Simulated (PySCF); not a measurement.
B(H)(Et)(Vi), SMILES C=CBCC, B3LYP/def2-SVP optimised geometry. Atoms within 1.6 Å of the plane z = 0.0 Å (x, y, z in Å): B1 (0.74, 0.02, 0.00), H2 (1.96, 0.02, 0.00), C3 (0.09, -1.41, 0.04), C4 (-1.43, -1.65, -0.01), H5 (0.50, -1.85, 0.97), H6 (0.60, -2.02, -0.74), H7 (-1.86, -1.34, -0.98), H8 (-1.96, -1.08, 0.78), H9 (-1.68, -2.71, 0.13), C10 (0.06, 1.42, 0.00), C11 (-1.21, 1.69, -0.35), H12 (0.69, 2.29, 0.24), H13 (-1.60, 2.71, -0.40), H14 (-1.92, 0.90, -0.63).

Calculation: B3LYP/def2-TZVP (PySCF 2.14.0). Cells within 0.4 Å of a nucleus heavier than hydrogen are left out (blank, or x).

Map of the LUMO amplitude (bohr^(-3/2)) on the plane z = 0.0 Å; orbital energy -1.89 eV, overall sign arbitrary:

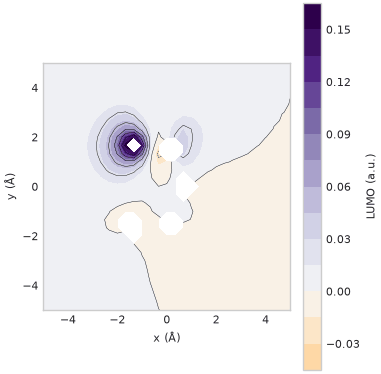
Figure. LUMO amplitude (bohr^(-3/2)) on the plane z = 0.0 Å.
